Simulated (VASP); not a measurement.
Band structure of SrTe (rock salt). Level of theory: revPBE GGA, VASP's PBE PAW potentials (set 64) (plane waves; VASP 6.6.1).

Unless said otherwise, spin-orbit coupling is left out, though it shifts the bands of the heavy elements here.

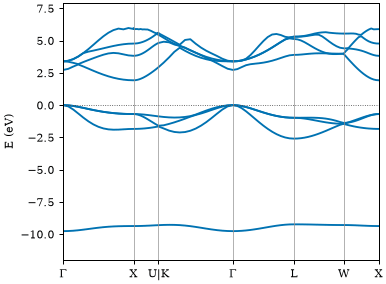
Figure: Bands along high-symmetry lines, zero at the valence-band maximum or, without a gap, the Fermi level

Q: Read the plot: is there a gap, and where are the band edges?

A: The gap is indirect, 1.92 eV, from the valence maximum at Γ to the conduction minimum at X. (Edges off the drawn lines would not show.)

The compound is SrTe in the rock salt structure. It was relaxed first, which changed the volume by +6 %.
